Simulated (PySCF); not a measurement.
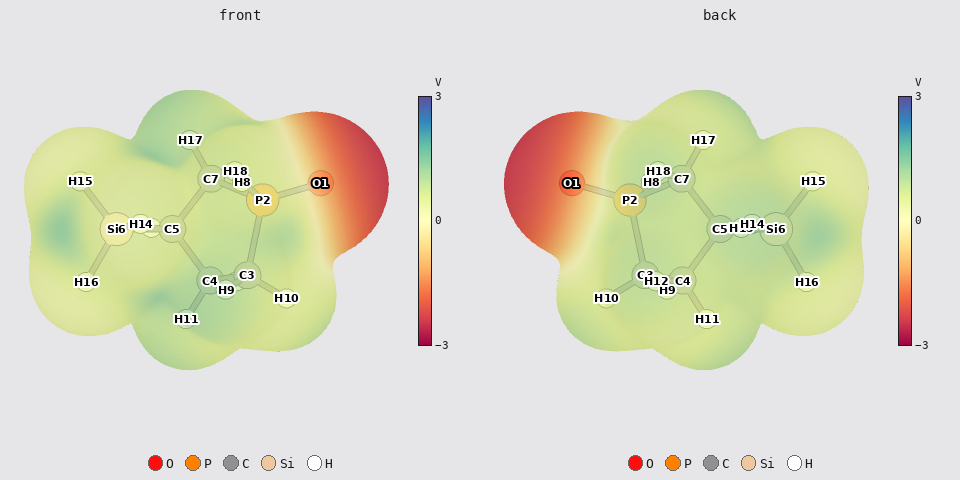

Figure. C$_{4}$H$_{11}$OPSi. The molecular electrostatic potential painted on the density surface at 0.002 e/bohr³, seen from the front and from behind; red is negative and blue positive.

Geometry: GFN2-xTB.

The calculation used PBE0/def2-SVPD, SCF density, gas phase (PySCF 2.14.0).

```yaml
atoms:
  - { symbol: O, position_ang: [-2.8929, 1.1941, 0.0745] }
  - { symbol: P, position_ang: [-1.5568, 0.8069, -0.3851] }
  - { symbol: C, position_ang: [-1.2039, -0.9966, -0.4810] }
  - { symbol: C, position_ang: [-0.1555, -1.2165, 0.6091] }
  - { symbol: C, position_ang: [0.7660, 0.0063, 0.6300] }
  - { symbol: Si, position_ang: [1.8990, 0.1015, -0.9005] }
  - { symbol: C, position_ang: [-0.1568, 1.2172, 0.7197] }
  - { symbol: H, position_ang: [-1.2294, 1.3302, -1.6370] }
  - { symbol: H, position_ang: [-0.8190, -1.2744, -1.4623] }
  - { symbol: H, position_ang: [-2.1234, -1.5527, -0.2927] }
  - { symbol: H, position_ang: [0.4052, -2.1386, 0.4455] }
  - { symbol: H, position_ang: [-0.6608, -1.2989, 1.5767] }
  - { symbol: H, position_ang: [1.3972, -0.0409, 1.5249] }
  - { symbol: H, position_ang: [1.1480, 0.3302, -2.1353] }
  - { symbol: H, position_ang: [2.8170, 1.2214, -0.6886] }
  - { symbol: H, position_ang: [2.6182, -1.1692, -0.9977] }
  - { symbol: H, position_ang: [0.3275, 2.1572, 0.4538] }
  - { symbol: H, position_ang: [-0.5884, 1.3290, 1.7211] }
```

Describe the electrostatic potential map.

Answer. The most negative region (about −2.4 V) lies over O1, the most positive (about +1.3 V) over Si6. O1 is the likeliest acceptor of a hydrogen bond.

What dipole moment does the calculation give?

Answer. Its dipole moment is 4.30 D.
